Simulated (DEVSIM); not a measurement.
System: Ti/La2O3/SiO2/p-Si capacitor, at 250 K.

| layer (left to right) | material | thickness (nm) | Na (cm⁻³) |
|---|---|---|---|
| 1 | La2O3 | 2.50 | - |
| 2 | SiO2 | 0.860 | - |
| 3 | Si | 470 | 1.5e18 |

Metal gate on the left, work function 4.33 eV. Fixed charge at the semiconductor interface 0 cm⁻² (in units of +e); no interface traps.

Constants are typed, rounded textbook-type inputs, not results; the design itself was drawn at random and stands for no fabricated device. Values at 300 K; Nc and Nv go as T^1.5, mobilities as T to minus their exponent, the gap by Varshni's rule with the affinity fixed.

```csv
parameter,La2O3,SiO2,Si
gap (eV),5.8,9,1.124
affinity (eV),1.8,0.9,4.05
permittivity,27,3.9,11.7
Nc (cm⁻³),-,-,2.86e19
Nv (cm⁻³),-,-,3.1e19
Varshni α (eV/K),-,-,0.000473
Varshni β (K),-,-,636
```

Simulated with DEVSIM: 1D Poisson equation in equilibrium, Boltzmann statistics, complete ionisation; no quantum confinement or tunnelling. Metal contacts follow the ideal Schottky-Mott rule: no Fermi-level pinning, no interface dipoles.

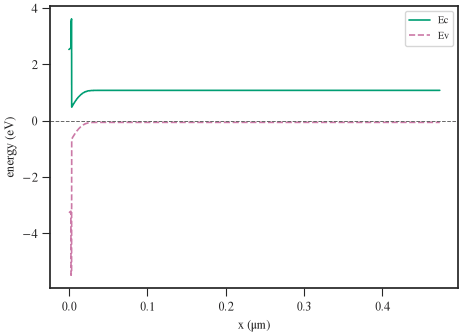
Figure: Band edges at 0.0 V on the gate

Energies count from the Fermi level of the right contact; mesh points crowd at the junctions.

| x (μm) | Ec (eV) | Ev (eV) | n (cm⁻³) | p (cm⁻³) | field (V/cm) |
|---|---|---|---|---|---|
| 0.000 | 2.530 | -3.270 | < 1e2 | < 1e2 | 230000 |
| 0.0007285 | 2.546 | -3.254 | < 1e2 | < 1e2 | 230000 |
| 0.001458 | 2.563 | -3.237 | < 1e2 | < 1e2 | 230000 |
| 0.002194 | 2.579 | -3.220 | < 1e2 | < 1e2 | 230000 |
| 0.002914 | 3.553 | -5.447 | < 1e2 | < 1e2 | 1600000 |
| 0.003316 | 3.615 | -5.385 | < 1e2 | < 1e2 | 1600000 |
| 0.004194 | 0.515 | -0.622 | 9.2e8 | 7000000 | 500000 |
| 0.006688 | 0.632 | -0.504 | 3900000 | 1.6e9 | 440000 |
| 0.01044 | 0.782 | -0.354 | 3700 | 1.7e12 | 360000 |
| 0.01733 | 0.972 | -0.164 | < 1e2 | 1.2e16 | 200000 |
| 0.02997 | 1.073 | -0.063 | < 1e2 | 1.3e18 | 11000 |
| 0.06461 | 1.077 | -0.059 | < 1e2 | 1.5e18 | ≈ 0 |
| 0.1167 | 1.077 | -0.059 | < 1e2 | 1.5e18 | ≈ 0 |
| 0.2124 | 1.077 | -0.059 | < 1e2 | 1.5e18 | ≈ 0 |
| 0.3542 | 1.077 | -0.059 | < 1e2 | 1.5e18 | ≈ 0 |
| 0.4090 | 1.077 | -0.059 | < 1e2 | 1.5e18 | ≈ 0 |
| 0.4388 | 1.077 | -0.059 | < 1e2 | 1.5e18 | ≈ 0 |
| 0.4551 | 1.077 | -0.059 | < 1e2 | 1.5e18 | ≈ 0 |
| 0.4659 | 1.077 | -0.059 | < 1e2 | 1.5e18 | ≈ 0 |
| 0.4698 | 1.077 | -0.059 | < 1e2 | 1.5e18 | ≈ 0 |
| 0.4719 | 1.077 | -0.059 | < 1e2 | 1.5e18 | ≈ 0 |
| 0.4734 | 1.077 | -0.059 | < 1e2 | 1.5e18 | ≈ 0 |
